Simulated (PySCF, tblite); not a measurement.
# C26H16: electronic excitations, NMR shifts

Wanted: electronic excitations, NMR shifts for C26H16 (`c1ccc2cc3cc4cc5cc6ccccc6cc5cc4cc3cc2c1`).

Computed with tblite 0.8.0 and PySCF 2.14.0 and routines of our own; the level stands in each step. Atoms count from 0.

### Step 1. The system as given

42 atoms, charge 0, multiplicity 1; geometry from: force field, distance geometry or constructed start.

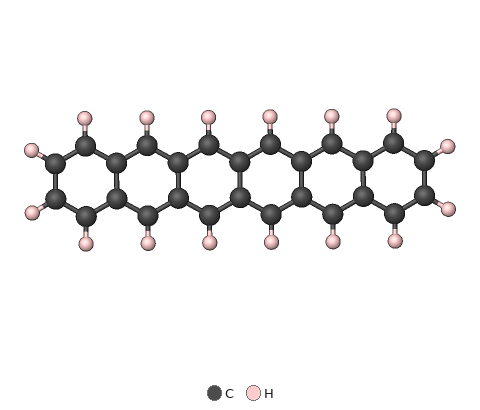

The starting geometry (carbon dark grey, hydrogen pink).

### Step 2. Relaxing the molecule with GFN2-xTB

What the job is given:

```
{"job": {"kind": "relax", "xc": "GFN2-xTB", "basis": "xTB"}, "charge": 0, "multiplicity": 1}
C      7.244900     1.109800    -0.742100
C      7.367000    -0.036700     0.023400
C      6.236600    -0.706300     0.488600
C      4.946400    -0.221000     0.173200
C      3.790200    -0.883900     0.635300
C      2.503500    -0.403900     0.320500
C      1.350600    -1.059200     0.772500
C      0.069300    -0.579600     0.469100
C     -1.087600    -1.242200     0.920000
C     -2.377900    -0.762500     0.613900
C     -3.532900    -1.421400     1.063500
C     -4.817700    -0.943900     0.757500
C     -5.974200    -1.598900     1.215300
C     -7.237800    -1.112200     0.893000
C     -7.372400     0.044400     0.125000
C     -6.233200     0.704600    -0.326200
C     -4.946700     0.227200    -0.023300
C     -3.792200     0.879400    -0.477800
C     -2.507400     0.405100    -0.165500
C     -1.347700     1.061800    -0.618000
C     -0.068100     0.586100    -0.310900
C      1.089500     1.241600    -0.765500
C      2.378500     0.766300    -0.450600
C      3.526600     1.415900    -0.912000
C      4.815600     0.944500    -0.601400
C      5.964800     1.598700    -1.052700
H      8.126200     1.633200    -1.098400
H      8.356900    -0.420600     0.277800
H      6.354200    -1.601800     1.086900
H      3.894600    -1.782800     1.238300
H      1.455900    -1.960900     1.377800
H     -0.990500    -2.139400     1.523700
H     -3.430500    -2.320500     1.666800
H     -5.887700    -2.502100     1.817700
H     -8.124300    -1.629100     1.249500
H     -8.357000     0.423400    -0.124300
H     -6.354400     1.602300    -0.937900
H     -3.892500     1.785700    -1.082400
H     -1.451300     1.957500    -1.223900
H      0.983700     2.144000    -1.367100
H      3.429400     2.318300    -1.509700
H      5.895700     2.495200    -1.655200
```

Started as:

```bash
OMP_NUM_THREADS=1 python large_run.py task.json out
```

This one command runs all jobs of the session in turn.

Standard output:

```text
step      E/eV     max force
  0   -1736.53540    2.215
  1   -1736.81075    0.762
  2   -1736.84632    0.163
  3   -1736.84893    0.133
  4   -1736.85205    0.087
  5   -1736.85361    0.134
  6   -1736.85516    0.074
  7   -1736.85663    0.077
  8   -1736.85788    0.064
  9   -1736.85882    0.057
 10   -1736.85951    0.059
 11   -1736.86010    0.051
 12   -1736.86075    0.047
 13   -1736.86140    0.038
 14   -1736.86186    0.035
 15   -1736.86208    0.022
 16   -1736.86219    0.018
```

Run time: 0.5 s. Hardware: 1 thread of Arm Neoverse V1, shared host.

Relaxation path:

```
step  energy from step 0 (eV)  largest force (eV/Å)
   0                   0.0000                2.2145
   1                  -0.2754                0.7620
   2                  -0.3109                0.1636
   3                  -0.3135                0.1325
   4                  -0.3166                0.0875
   5                  -0.3182                0.1339
   6                  -0.3198                0.0740
   7                  -0.3212                0.0776
   8                  -0.3225                0.0642
   9                  -0.3234                0.0577
  10                  -0.3241                0.0586
  11                  -0.3247                0.0507
  12                  -0.3254                0.0471
  13                  -0.3260                0.0380
  14                  -0.3265                0.0348
  15                  -0.3267                0.0217
  16                  -0.3268                0.0181
```

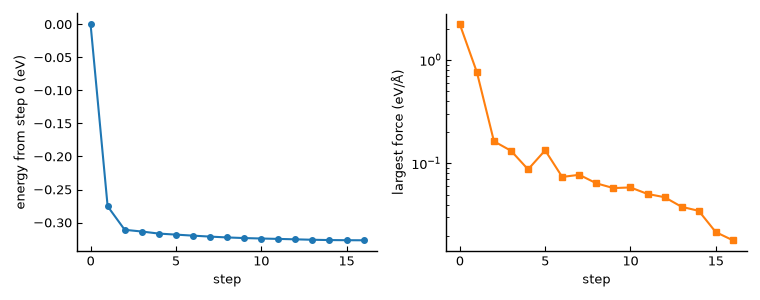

Energy and force, step by step.

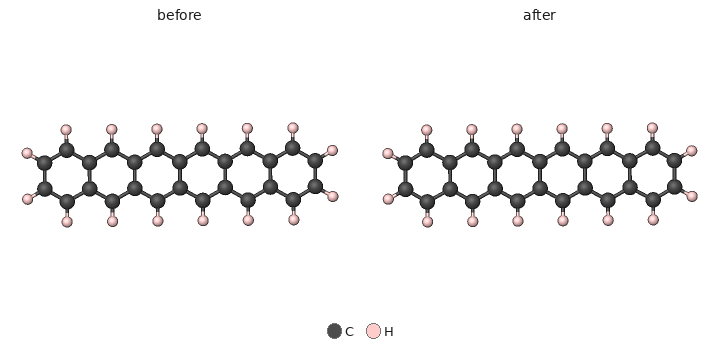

The geometry before (left) and after (right).

Distances of close pairs at the start and the end, largest changes first:

```
   bond  before (Å)  after (Å)  change (Å)
 C0–C25       1.405      1.357      -0.048
  C1–C2       1.394      1.357      -0.037
 C5–C22       1.407      1.443      +0.036
 C7–C20       1.409      1.445      +0.035
C12–C13       1.392      1.357      -0.035
C14–C15       1.392      1.357      -0.035
 C9–C18       1.410      1.443      +0.033
  C0–C1       1.384      1.417      +0.033
```

The end geometry stands in the next job.

### Step 3. Harmonic vibrations with GFN2-xTB

What the job is given:

```
{"job": {"kind": "ir", "xc": "GFN2-xTB", "basis": "xTB"}, "charge": 0, "multiplicity": 1}
C      7.197667     1.119402    -0.745814
C      7.329650    -0.052969     0.038562
C      6.229943    -0.708049     0.489655
C      4.920972    -0.238136     0.188889
C      3.786403    -0.887913     0.635871
C      2.496395    -0.417991     0.334382
C      1.349152    -1.067253     0.780298
C      0.067586    -0.597557     0.477672
C     -1.087639    -1.245992     0.924625
C     -2.361629    -0.775055     0.621676
C     -3.525403    -1.424499     1.068408
C     -4.787156    -0.951004     0.763450
C     -5.969299    -1.603391     1.213060
C     -7.197671    -1.118531     0.899782
C     -7.330473     0.053520     0.114695
C     -6.230656     0.709343    -0.335224
C     -4.921888     0.238757    -0.033367
C     -3.786861     0.887746    -0.480297
C     -2.496749     0.418858    -0.177759
C     -1.349253     1.067790    -0.623738
C     -0.067422     0.598182    -0.321950
C      1.087678     1.247521    -0.768188
C      2.361533     0.775915    -0.465360
C      3.525314     1.425190    -0.912047
C      4.786990     0.951544    -0.607777
C      5.968922     1.604059    -1.057673
H      8.091024     1.619717    -1.090245
H      8.320185    -0.415404     0.271631
H      6.323205    -1.602814     1.088460
H      3.888137    -1.782741     1.234776
H      1.450340    -1.961437     1.379970
H     -0.986550    -2.140716     1.523510
H     -3.424243    -2.318668     1.667943
H     -5.861172    -2.496395     1.812267
H     -8.090792    -1.618448     1.245262
H     -8.320946     0.416144    -0.119187
H     -6.323500     1.603785    -0.934869
H     -3.886727     1.782332    -1.079458
H     -1.449843     1.962241    -1.222949
H      0.986736     2.142469    -1.366985
H      3.423559     2.319500    -1.510808
H      5.860311     2.496869    -1.656521
```

Standard output:

```text
mode    cm-1     km/mol
  1      23.7      0.11
  2      51.4      0.09
  3      66.1      0.00
  4      90.7      0.29
  5     109.9      0.00
  6     127.1      0.28
  7     176.9      0.05
  8     187.6      0.00
  9     201.3      0.07
 10     224.9      0.00
 11     256.7      0.00
 12     275.9      0.23
 13     288.8      0.08
 14     330.2      0.00
 15     347.6      0.03
 16     377.1      0.00
 17     418.2      4.39
 18     422.0      1.56
 19     424.7      0.06
 20     432.4      1.97
 21     440.7      0.06
 22     441.5      0.85
 23     457.6      0.01
 24     464.6      0.02
 25     486.8      0.14
 26     505.2      0.10
 27     535.6      0.80
 28     550.2      0.00
 29     584.0      2.65
 30     591.3      0.01
 31     592.7      0.76
 32     650.0      0.06
 33     650.1      0.00
 34     686.6      0.06
 35     708.5      0.01
 36     721.0      0.03
 37     725.9      0.04
 38     736.8      0.33
 39     746.6     20.05
 40     769.4      7.48
 41     772.5      0.00
 42     776.9      0.00
 43     784.8      0.00
 44     797.0      0.03
 45     806.4      0.00
 46     822.9     10.40
 47     850.8      0.33
 48     854.5      0.02
 49     855.4      0.18
 50     859.1      0.09
 51     859.1      0.04
 52     866.7     65.66
 53     871.1      0.04
 54     871.8      0.25
 55     872.5      0.69
 56     875.2      0.12
 57     879.1      0.00
 58     915.6      0.58
 59     916.1      1.28
 60     924.8      1.66
 61     925.2      0.14
 62     934.1      0.01
 63    1062.8      0.82
 64    1063.7      0.07
 65    1140.9      5.83
 66    1145.4      1.11
 67    1147.8      0.05
 68    1166.7      0.01
 69    1177.9      0.00
 70    1180.1      0.08
 71    1181.4      1.36
 72    1183.7      0.05
 73    1203.8      0.04
 74    1218.1      0.58
 75    1248.6      0.16
 76    1264.4      0.01
 77    1267.1      0.02
 78    1272.1      6.33
 79    1272.8      0.01
 80    1274.9      6.10
 81    1289.3      3.36
 82    1290.7      4.05
 83    1338.0      0.02
 84    1347.3      0.01
 85    1360.7      0.01
 86    1370.3      0.11
 87    1395.5      0.01
 88    1405.0      0.40
 89    1423.5      0.00
 90    1432.6      1.04
 91    1438.2      0.00
 92    1443.9      1.82
 93    1448.0      0.02
 94    1492.4      0.04
 95    1499.0      0.00
 96    1508.6      0.09
 97    1528.4      0.01
 98    1535.8      0.12
 99    1536.7      0.01
100    1548.0      0.07
101    1581.1      1.80
102    1585.4      0.01
103    1623.9      0.63
104    1624.3      0.61
105    3062.9      1.70
106    3063.3      1.66
107    3064.4      1.56
108    3065.4      0.58
109    3066.7      2.73
110    3067.8     19.66
111    3068.9      7.68
112    3069.7     71.15
113    3070.1      4.01
114    3070.8     63.23
115    3072.3      0.63
116    3073.8      0.64
117    3080.2    106.50
118    3081.8    102.10
119    3089.4    193.54
120    3090.6     93.38
```

Run time: 7 s. Hardware: 1 thread of Arm Neoverse V1, shared host.

The strongest bands and the atoms that carry them (share of the mass-weighted mode):

```
cm⁻¹  km/mol                                   atoms
 747    20.1                                        
 867    65.7                                H39 10 %
3070    71.2  H37 16 %, H36 15 %, H35 13 %, H32 11 %
3071    63.2            H28 33 %, H40 20 %, H27 19 %
3080   106.5  H35 29 %, H34 24 %, H36 22 %, H33 17 %
3082   102.1  H41 27 %, H27 25 %, H26 21 %, H28 18 %
3089   193.5                      H34 40 %, H35 33 %
3091    93.4            H27 37 %, H26 33 %, H41 10 %
```

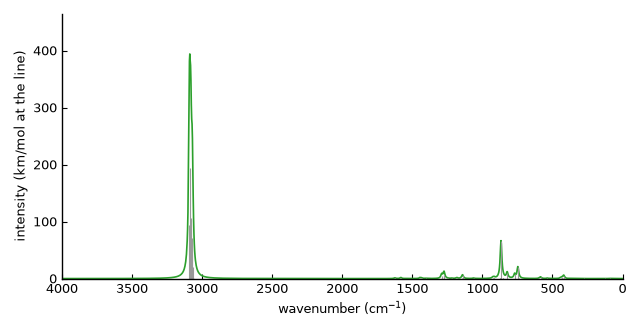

The infrared spectrum from these modes, unscaled. Lines are broadened to a width of 14 cm⁻¹ (Lorentzian).

### Step 4. Electronic excitations: TDA PBE0/6-31G*

Settings changed since step 3:

```diff
@@ -1,2 +1,2 @@
-{"job": {"kind": "ir", "xc": "GFN2-xTB", "basis": "xTB"}, "charge": 0, "multiplicity": 1}
+{"job": {"kind": "uv", "basis": "6-31G*", "grid": 1, "kgrid": 0, "vcut": 1.5, "nstates": 6, "ntriplets": 2, "tda": true, "delta": [], "pop": true, "xc": "PBE0"}, "charge": 0, "multiplicity": 1}
 C      7.197667     1.119402    -0.745814
```

With the program's defaults for keys left out, this is: TDA PBE0/6-31G*, vertical, gas phase, core orbitals frozen in the response, virtual orbitals cut by energy.

Standard output:

```text
start: PBE on a coarse grid of 35983 points
cycle   1  E = -999.2190171237  dE =  4.523e+00  |g| = 8.406e-01  |ddm| = 8.041e+00
cycle   2  E = -999.1560887159  dE =  6.293e-02  |g| = 9.717e-01  |ddm| = 2.573e+00
cycle   3  E = -999.4255157123  dE = -2.694e-01  |g| = 1.761e-01  |ddm| = 1.645e+00
cycle   4  E = -999.4310700756  dE = -5.554e-03  |g| = 1.020e-01  |ddm| = 3.525e-01
cycle   5  E = -999.4344109259  dE = -3.341e-03  |g| = 2.911e-02  |ddm| = 1.634e-01
cycle   6  E = -999.4346096263  dE = -1.987e-04  |g| = 1.400e-02  |ddm| = 5.251e-02
cycle   7  E = -999.4345173545  dE =  9.227e-05  |g| = 2.038e-02  |ddm| = 5.129e-02
cycle   8  E = -999.4346728694  dE = -1.555e-04  |g| = 1.247e-03  |ddm| = 3.431e-02
final grid: 158802 points
cycle   9  E = -999.2428549118  dE = -1.100e-02  |g| = 4.630e-02  |ddm| = 1.441e+00
cycle  10  E = -999.2431002094  dE = -2.453e-04  |g| = 3.756e-02  |ddm| = 1.197e-01
cycle  11  E = -999.2434908031  dE = -3.906e-04  |g| = 8.942e-03  |ddm| = 6.170e-02
cycle  12  E = -999.2435034361  dE = -1.263e-05  |g| = 5.107e-03  |ddm| = 1.787e-02
cycle  13  E = -999.2435118887  dE = -8.453e-06  |g| = 2.392e-03  |ddm| = 9.490e-03
cycle  14  E = -999.2435128013  dE = -9.125e-07  |g| = 5.779e-04  |ddm| = 3.682e-03
cycle  15  E = -999.2435130012  dE = -1.999e-07  |g| = 3.125e-04  |ddm| = 1.124e-03
cycle  16  E = -999.2435145592  dE = -1.558e-06  |g| = 4.411e-05  |ddm| = 4.324e-04
converged SCF energy = -999.2435145592

Static polarisability (au): isotropic 374.278, principal 77.687 275.705 769.443

Singlet excitations
state   eV       nm        f      main configurations
  1   1.8492    670.5   0.08504   H->L 0.95
  2   2.5764    481.2   0.00000   H-1->L 0.65, H->L+1 0.34
  3   3.0122    411.6   0.00000   H->L+1 0.62, H-1->L 0.32
  4   3.2038    387.0   0.01360   H-2->L 0.54, H->L+2 0.44
  5   3.6036    344.1   0.00002   H-3->L 0.73, H->L+3 0.25
  6   4.0987    302.5   0.02666   H->L+3 0.49, H-1->L+1 0.28, H-3->L 0.16

Triplet excitations (Tamm-Dancoff, eV): 0.5814 1.6160
```

It took 2.1 min on 1 thread of Arm Neoverse V1, shared host; peak memory 0.63 GiB.

The orbitals next to the gap, with their largest atomic shares:

```
orbital     eV                        atoms
 HOMO−4  -7.63     C0 9 %, C14 9 %, C13 9 %
 HOMO−3  -6.87     C2 9 %, C12 9 %, C25 9 %
 HOMO−2  -6.70     C7 8 %, C20 8 %, C18 8 %
 HOMO−1  -5.79     C10 9 %, C4 9 %, C17 9 %
   HOMO  -4.59   C8 11 %, C6 11 %, C21 11 %
   LUMO  -2.60  C21 10 %, C19 10 %, C6 10 %
 LUMO+1  -1.25    C17 8 %, C10 8 %, C23 8 %
 LUMO+2  -0.33      C20 8 %, C7 8 %, C9 8 %
 LUMO+3  -0.03    C15 9 %, C12 9 %, C25 9 %
```

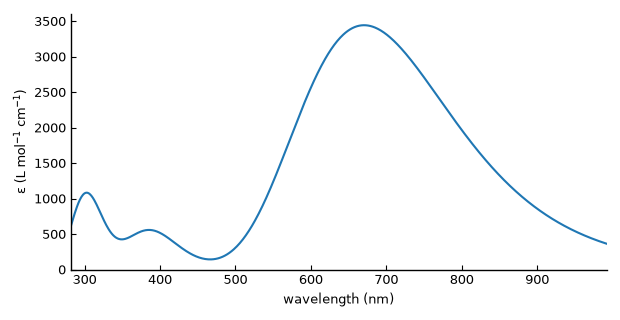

Absorption spectrum: each of the 6 states is a Gaussian band of 0.4 eV half-width at 1/e. Beyond the last state computed it falls off for lack of states.

Ground-state properties from the same run:

```
           property  computed
  dipole moment (D)      0.00
polarisability (Å³)     55.46
 HOMO–LUMO gap (eV)      1.99
      −ε(HOMO) (eV)      4.59
```

### Step 5. NMR shifts: GIAO KT3/pcSseg-1

Settings changed since step 4:

```diff
@@ -1,2 +1,2 @@
-{"job": {"kind": "uv", "basis": "6-31G*", "grid": 1, "kgrid": 0, "vcut": 1.5, "nstates": 6, "ntriplets": 2, "tda": true, "delta": [], "pop": true, "xc": "PBE0"}, "charge": 0, "multiplicity": 1}
+{"job": {"kind": "nmr", "xc": "KT3", "basis": "pcSseg-1", "pop": false}, "charge": 0, "multiplicity": 1}
 C      7.197667     1.119402    -0.745814
```

With the program's defaults for keys left out, this is: GIAO KT3/pcSseg-1 NMR shielding, non-relativistic, gas phase.

Standard output:

```text
start: PBE on a coarse grid of 35983 points
cycle   1  E = -998.6301767169  dE =  4.500e+00  |g| = 8.244e-01  |ddm| = 7.969e+00
cycle   2  E = -998.5491970647  dE =  8.098e-02  |g| = 9.937e-01  |ddm| = 2.783e+00
cycle   3  E = -998.8254493792  dE = -2.763e-01  |g| = 1.625e-01  |ddm| = 1.802e+00
cycle   4  E = -998.8295255098  dE = -4.076e-03  |g| = 9.901e-02  |ddm| = 3.279e-01
cycle   5  E = -998.8325292439  dE = -3.004e-03  |g| = 2.825e-02  |ddm| = 1.557e-01
cycle   6  E = -998.8327255788  dE = -1.963e-04  |g| = 1.348e-02  |ddm| = 4.917e-02
cycle   7  E = -998.8326556912  dE =  6.989e-05  |g| = 1.840e-02  |ddm| = 4.259e-02
cycle   8  E = -998.8327804206  dE = -1.247e-04  |g| = 1.164e-03  |ddm| = 2.893e-02
final grid: 337468 points
cycle   9  E = -1017.0057232078  dE = -6.014e-02  |g| = 2.334e-02  |ddm| = 1.976e+00
cycle  10  E = -1017.0057072680  dE =  1.594e-05  |g| = 2.146e-02  |ddm| = 9.039e-02
cycle  11  E = -1017.0047938103  dE =  9.135e-04  |g| = 5.318e-02  |ddm| = 1.164e-01
cycle  12  E = -1017.0058700853  dE = -1.076e-03  |g| = 4.488e-03  |ddm| = 8.647e-02
cycle  13  E = -1017.0058766388  dE = -6.553e-06  |g| = 1.956e-03  |ddm| = 7.676e-03
cycle  14  E = -1017.0058774748  dE = -8.360e-07  |g| = 1.229e-03  |ddm| = 3.729e-03
cycle  15  E = -1017.0058753583  dE =  2.116e-06  |g| = 2.739e-04  |ddm| = 1.854e-03
cycle  16  E = -1017.0058768912  dE = -1.533e-06  |g| = 1.420e-04  |ddm| = 5.387e-04
cycle  17  E = -1017.0058758148  dE =  1.076e-06  |g| = 4.050e-05  |ddm| = 2.927e-04
converged SCF energy = -1017.0058758148

GIAO shielding tensors (ppm)
atom      isotropic    diamagn.    paramagn.     s11        s22        s33       span
  0 C       64.999     250.523    -185.524    -31.665     58.127    168.535    200.200
  1 C       65.025     250.427    -185.402    -31.575     58.101    168.548    200.123
  2 C       61.377     236.268    -174.891    -29.235     59.225    154.142    183.378
  3 C       61.208     253.640    -192.432    -16.278     14.214    185.687    201.966
  4 C       63.022     249.612    -186.590    -11.698     57.667    143.097    154.795
  5 C       63.343     252.754    -189.411    -13.118     13.859    189.288    202.406
  6 C       62.900     250.897    -187.998    -11.798     56.719    143.778    155.577
  7 C       63.725     252.745    -189.020    -13.221     13.647    190.748    203.969
  8 C       62.932     250.892    -187.960    -11.736     56.743    143.789    155.524
  9 C       63.357     252.755    -189.398    -13.034     13.793    189.312    202.347
 10 C       63.050     249.579    -186.528    -11.643     57.618    143.176    154.819
 11 C       61.196     253.678    -192.483    -16.305     14.269    185.623    201.927
 12 C       61.364     236.243    -174.879    -29.301     59.256    154.135    183.436
 13 C       65.004     250.386    -185.382    -31.588     58.070    168.531    200.119
 14 C       64.995     250.509    -185.514    -31.650     58.126    168.510    200.159
 15 C       61.326     236.458    -175.132    -29.366     59.234    154.110    183.475
 16 C       61.196     253.853    -192.657    -16.305     14.272    185.620    201.925
 17 C       63.007     249.864    -186.858    -11.697     57.566    143.150    154.847
 18 C       63.356     252.882    -189.526    -12.993     13.760    189.301    202.294
 19 C       62.901     251.189    -188.288    -11.766     56.675    143.793    155.560
 20 C       63.715     252.871    -189.156    -13.226     13.629    190.742    203.968
 21 C       62.902     251.203    -188.301    -11.784     56.729    143.762    155.547
 22 C       63.345     252.878    -189.532    -13.055     13.809    189.282    202.337
 23 C       63.036     249.857    -186.821    -11.664     57.561    143.211    154.875
 24 C       61.241     253.833    -192.591    -16.262     14.329    185.657    201.919
 25 C       61.400     236.403    -175.003    -29.248     59.253    154.195    183.442
 26 H       24.259      24.591      -0.332     19.932     25.467     27.379      7.448
 27 H       24.264      24.480      -0.216     19.929     25.476     27.387      7.458
 28 H       23.717      30.492      -6.776     18.240     24.412     28.498     10.258
 29 H       22.968      37.316     -14.348     15.359     24.049     29.496     14.137
 30 H       22.487      38.360     -15.873     13.829     23.883     29.748     15.918
 31 H       22.488      38.358     -15.870     13.829     23.888     29.748     15.919
 32 H       22.973      37.328     -14.355     15.360     24.055     29.505     14.144
 33 H       23.712      30.474      -6.762     18.242     24.407     28.488     10.246
 34 H       24.263      24.452      -0.189     19.928     25.473     27.389      7.461
 35 H       24.259      24.563      -0.304     19.930     25.462     27.387      7.457
 36 H       23.711      30.611      -6.901     18.241     24.402     28.489     10.249
 37 H       22.972      37.423     -14.451     15.358     24.053     29.506     14.149
 38 H       22.490      38.451     -15.961     13.830     23.887     29.752     15.922
 39 H       22.484      38.438     -15.954     13.832     23.882     29.739     15.907
 40 H       22.977      37.416     -14.439     15.361     24.056     29.513     14.152
 41 H       23.718      30.620      -6.902     18.244     24.414     28.497     10.253
```

It took 66 s on 1 thread of Arm Neoverse V1, shared host; peak memory 0.75 GiB.

Shifts follow as δ = σ(reference) − σ, with reference shieldings (ppm) from runs at the same level and on the same kind of geometry: ¹H TMS 31.76, ¹³C TMS 184.7. The references are single molecules in the gas phase. Atoms listed in one row are averaged.

```
             atoms                  environment  σ (ppm)  δ (ppm)
 C3, C11, C16, C24  ring-fusion aromatic carbon     61.2    123.5
 C2, C12, C15, C25                  aromatic CH     61.4    123.4
  C6, C8, C19, C21                  aromatic CH     62.9    121.8
 C4, C10, C17, C23                  aromatic CH     63.0    121.7
  C5, C9, C18, C22  ring-fusion aromatic carbon     63.4    121.4
           C7, C20  ring-fusion aromatic carbon     63.7    121.0
  C0, C1, C13, C14                  aromatic CH     65.0    119.7
H30, H31, H38, H39   hydrogen on an aromatic CH    22.49     9.27
H29, H32, H37, H40   hydrogen on an aromatic CH    22.97     8.79
H28, H33, H36, H41   hydrogen on an aromatic CH    23.71     8.05
H26, H27, H34, H35   hydrogen on an aromatic CH    24.26     7.50
```

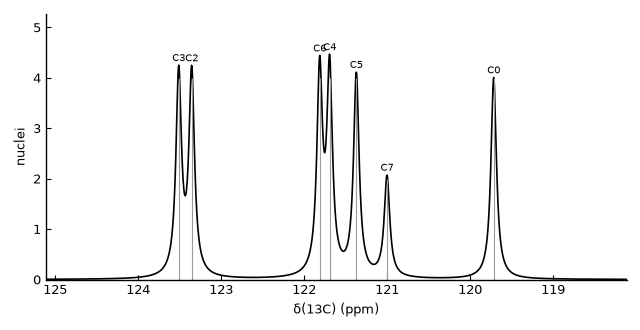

¹³C lines at the computed shifts, without couplings. Lines are broadened to a width of 0.08 ppm (Lorentzian).

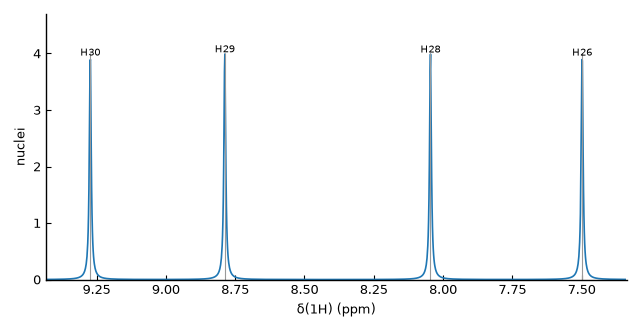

¹H lines at the computed shifts, without couplings. Lines are broadened to a width of 0.01 ppm (Lorentzian).

Ring of atoms C0, C1, C2, C3, C24, C25: NICS(0) -6.1, NICS(1) -9.0, NICS(1)zz -21.1 ppm (means of both faces).

Ring of atoms C3, C4, C5, C22, C23, C24: NICS(0) -10.6, NICS(1) -12.9, NICS(1)zz -31.7 ppm (means of both faces).

Ring of atoms C5, C6, C7, C20, C21, C22: NICS(0) -12.4, NICS(1) -14.4, NICS(1)zz -36.2 ppm (means of both faces).

### Step 6. Summary of results

| quantity | value |
| --- | --- |
| strongest single infrared mode (GFN2-xTB) | 3089 cm⁻¹, 194 km/mol |
| zero-point energy (GFN2-xTB) | 202.2 kcal/mol |
| lowest singlet (PBE0/6-31G*) | 1.85 eV (670 nm), f = 0.085 |
| lowest triplet | 0.58 eV |
| ¹³C shifts against TMS (KT3/pcSseg-1, means over atoms taken as alike) | 123.5, 123.4, 121.8, 121.7, 121.4, 121.0, 119.7 ppm |
| ¹H shifts against TMS (KT3/pcSseg-1, means over atoms taken as alike) | 9.27, 8.79, 8.05, 7.50 ppm |

**Reading.** No mode is imaginary among the 120: a minimum at this level. GFN2-xTB is a fitted tight-binding method: band positions and strengths are rough. Its intensities can rank the bands wrongly. The first singlet state (HOMO→LUMO 0.95) lies at 1.85 eV and is bright. State 1 absorbs in the visible (670 nm). The lowest triplet lies 1.27 eV below the lowest singlet. NICS(1)zz of -21 ppm above the planar ring from C0 marks a diatropic (aromatic) ring current. NICS(1)zz of -32 ppm above the planar ring from C3 marks a diatropic (aromatic) ring current. NICS(1)zz of -36 ppm above the planar ring from C5 marks a diatropic (aromatic) ring current.
